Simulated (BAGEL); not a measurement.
**CH7NSi (SMILES [H][Si]([H])([H])NC) at HF/3-21G (density fitting with qzvpp-jkfit)**

Aim: the vertical electron affinity of CH7NSi at HF/3-21G (density fitting with qzvpp-jkfit), from 2 runs. 

The calculation is run with BAGEL 1.2.2.

**1. Starting point**

The species is CH7NSi (10 atoms), meant as a singlet with charge 0. As SMILES, `[H][Si]([H])([H])NC`. The shape is that of a GFN2-xTB optimisation.

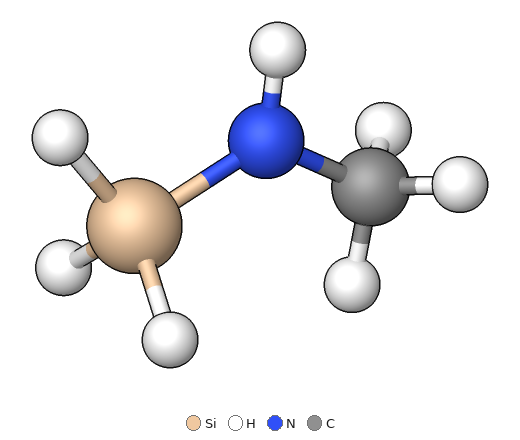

The structure, seen from a chosen angle (silicon light orange, hydrogen white, nitrogen blue, carbon grey).

**2. A single-point energy at HF/3-21G (density fitting with qzvpp-jkfit)**

hf.json reads:

```json
{ "bagel" : [

{
  "title" : "molecule",
  "basis" : "3-21g",
  "df_basis" : "qzvpp-jkfit",
  "angstrom" : true,
  "geometry" : [
    { "atom" : "Si", "xyz" : [       0.565090,       0.977310,       0.865240 ] },
    { "atom" : "H", "xyz" : [       0.506010,       0.899320,       2.321820 ] },
    { "atom" : "H", "xyz" : [       1.952630,       1.004180,       0.382030 ] },
    { "atom" : "H", "xyz" : [      -0.106200,       2.183260,       0.360110 ] },
    { "atom" : "N", "xyz" : [      -0.239160,      -0.436230,       0.333750 ] },
    { "atom" : "C", "xyz" : [      -0.471120,      -0.811260,      -1.036120 ] },
    { "atom" : "H", "xyz" : [      -0.617760,      -1.098540,       0.989190 ] },
    { "atom" : "H", "xyz" : [      -1.542170,      -0.876000,      -1.257490 ] },
    { "atom" : "H", "xyz" : [      -0.032030,      -0.062270,      -1.690820 ] },
    { "atom" : "H", "xyz" : [      -0.015290,      -1.779770,      -1.267710 ] }
  ]
},

{
  "title" : "hf"
},

{
  "title" : "print",
  "file" : "orbitals.molden",
  "orbitals" : true
}

]}
```

On the command line:

```bash
$ BAGEL_NUM_THREADS=1 BAGEL hf.json > hf.out
```

What it wrote:

```text
* using 1 threads per process

  ===============================================================
  ===============================================================

  *** Geometry ***

  { "atom" : "Si", "xyz" : [      1.067865,      1.846848,      1.635067 ] },
  { "atom" : "H", "xyz" : [      0.956220,      1.699468,      4.387604 ] },
  { "atom" : "H", "xyz" : [      3.689936,      1.897625,      0.721932 ] },
  { "atom" : "H", "xyz" : [     -0.200689,      4.125763,      0.680509 ] },
  { "atom" : "N", "xyz" : [     -0.451947,     -0.824355,      0.630696 ] },
  { "atom" : "C", "xyz" : [     -0.890288,     -1.533059,     -1.957983 ] },
  { "atom" : "H", "xyz" : [     -1.167397,     -2.075940,      1.869298 ] },
  { "atom" : "H", "xyz" : [     -2.914279,     -1.655400,     -2.376312 ] },
  { "atom" : "H", "xyz" : [     -0.060528,     -0.117673,     -3.195187 ] },
  { "atom" : "H", "xyz" : [     -0.028894,     -3.363278,     -2.395625 ] },

  Number of auxiliary basis functions:      406

  Since a DF basis is specified, we compute 2- and 3-index integrals:
    o Being stored without compression. Storage requirement is 0.007 GB

  Number of basis functions:       45
  Number of electrons      :       34

    * METHOD: MOLECULE                             0.12

  *** RHF ***

  === Nuclear Repulsion ===
   116.8646124710

      * DIIS with orbital gradients will be used.

  === RHF iteration (3-21g) ===
      0       -383.17201705          0.02273426           0.02
      1       -383.23616951          0.01075260           0.02
      2       -383.25364670          0.00180832           0.02
      3       -383.25423545          0.00018744           0.02
      4       -383.25424284          0.00004377           0.02
      5       -383.25424346          0.00000640           0.02
      6       -383.25424348          0.00000200           0.02
      7       -383.25424349          0.00000037           0.02
      8       -383.25424349          0.00000010           0.02
      9       -383.25424349          0.00000003           0.02
     10       -383.25424349          0.00000001           0.02
    * SCF iteration converged.

    * Permanent dipole moment:
           (    0.173902,     0.286579,     0.065911) a.u.

    * METHOD: HF                                   0.33

    * METHOD: PRINT                                0.00

  ===============================================================
```

It took 0.61 s on 1 thread of Arm Neoverse V2, shared host; peak memory 0.085 GiB.

**3. The doublet anion at the same level**

hf.json reads:

```json
{ "bagel": [

{
  "title": "molecule",
  "basis": "3-21g",
  "df_basis": "qzvpp-jkfit",
  "angstrom": true,
  "geometry": [
    { "atom": "Si", "xyz": [    0.565090,    0.977310,    0.865240 ] },
    { "atom": "H", "xyz": [    0.506010,    0.899320,    2.321820 ] },
    { "atom": "H", "xyz": [    1.952630,    1.004180,    0.382030 ] },
    { "atom": "H", "xyz": [   -0.106200,    2.183260,    0.360110 ] },
    { "atom": "N", "xyz": [   -0.239160,   -0.436230,    0.333750 ] },
    { "atom": "C", "xyz": [   -0.471120,   -0.811260,   -1.036120 ] },
    { "atom": "H", "xyz": [   -0.617760,   -1.098540,    0.989190 ] },
    { "atom": "H", "xyz": [   -1.542170,   -0.876000,   -1.257490 ] },
    { "atom": "H", "xyz": [   -0.032030,   -0.062270,   -1.690820 ] },
    { "atom": "H", "xyz": [   -0.015290,   -1.779770,   -1.267710 ] }
  ]
},
{
  "title": "uhf",
  "charge": -1,
  "nopen": 1
},
{
  "title": "print",
  "file": "orbitals.molden",
  "orbitals": true
}

]}
```

On the command line:

```bash
$ BAGEL_NUM_THREADS=1 BAGEL hf.json > hf.out
```

What it wrote:

```text
* using 1 threads per process

  ===============================================================
  ===============================================================

  *** Geometry ***

  { "atom" : "Si", "xyz" : [      1.067865,      1.846848,      1.635067 ] },
  { "atom" : "H", "xyz" : [      0.956220,      1.699468,      4.387604 ] },
  { "atom" : "H", "xyz" : [      3.689936,      1.897625,      0.721932 ] },
  { "atom" : "H", "xyz" : [     -0.200689,      4.125763,      0.680509 ] },
  { "atom" : "N", "xyz" : [     -0.451947,     -0.824355,      0.630696 ] },
  { "atom" : "C", "xyz" : [     -0.890288,     -1.533059,     -1.957983 ] },
  { "atom" : "H", "xyz" : [     -1.167397,     -2.075940,      1.869298 ] },
  { "atom" : "H", "xyz" : [     -2.914279,     -1.655400,     -2.376312 ] },
  { "atom" : "H", "xyz" : [     -0.060528,     -0.117673,     -3.195187 ] },
  { "atom" : "H", "xyz" : [     -0.028894,     -3.363278,     -2.395625 ] },

  Number of auxiliary basis functions:      406

  Since a DF basis is specified, we compute 2- and 3-index integrals:
    o Being stored without compression. Storage requirement is 0.007 GB

  Number of basis functions:       45
  Number of electrons      :       34

    * METHOD: MOLECULE                             0.12

  *** Open-shell HF ***

  === Nuclear Repulsion ===
   116.8646124710

      * DIIS with orbital gradients will be used.

  === UHF iteration (3-21g) ===
      0       -382.95261260          0.05164399           0.05
      1       -383.04696802          0.03015586           0.05
      2       -383.07590915          0.01873993           0.05
      3       -383.09082198          0.00122181           0.05
      4       -383.09203027          0.00062881           0.05
      5       -383.09234181          0.00033435           0.05
      6       -383.09255591          0.00005089           0.05
      7       -383.09256170          0.00003410           0.05
      8       -383.09256395          0.00001140           0.05
      9       -383.09256445          0.00000494           0.05
     10       -383.09256457          0.00000184           0.05
     11       -383.09256460          0.00000099           0.05
     12       -383.09256460          0.00000062           0.05
     13       -383.09256461          0.00000042           0.05
     14       -383.09256461          0.00000025           0.05
     15       -383.09256461          0.00000014           0.05
     16       -383.09256461          0.00000008           0.05
     17       -383.09256461          0.00000003           0.05
     18       -383.09256461          0.00000001           0.05
     19       -383.09256461          0.00000001           0.05
    * SCF iteration converged.

    * S^2 (UHF) is 0.7565

    * Permanent dipole moment:
           (    1.035294,     1.788152,     1.042566) a.u.

    * METHOD: UHF                                  1.02

    * METHOD: PRINT                                0.00

  ===============================================================
```

It took 1.3 s on 1 thread of Arm Neoverse V2, shared host; peak memory 0.085 GiB.

**4. What came out**

At HF/3-21G (density fitting with qzvpp-jkfit):

| quantity | value |
| --- | --- |
| singlet CH7NSi: total energy | -383.25424 Eh |
| singlet CH7NSi: dipole moment | 0.87 D |
| singlet CH7NSi: HOMO energy | -9.53 eV |
| singlet CH7NSi: LUMO energy | 4.76 eV |
| singlet CH7NSi: HOMO–LUMO gap | 14.28 eV |
| doublet anion: total energy | -383.09256 Eh |
| doublet anion: ⟨S²⟩ | 0.756 |
| vertical electron affinity (to the doublet anion) | -4.400 eV |

What this shows: The anion lies 4.40 eV (424 kJ/mol) above the neutral: the electron isn't bound at this level, and such a value depends on the basis. Without diffuse functions anions come out too high. Hartree–Fock misses the correlation that binds many anions.
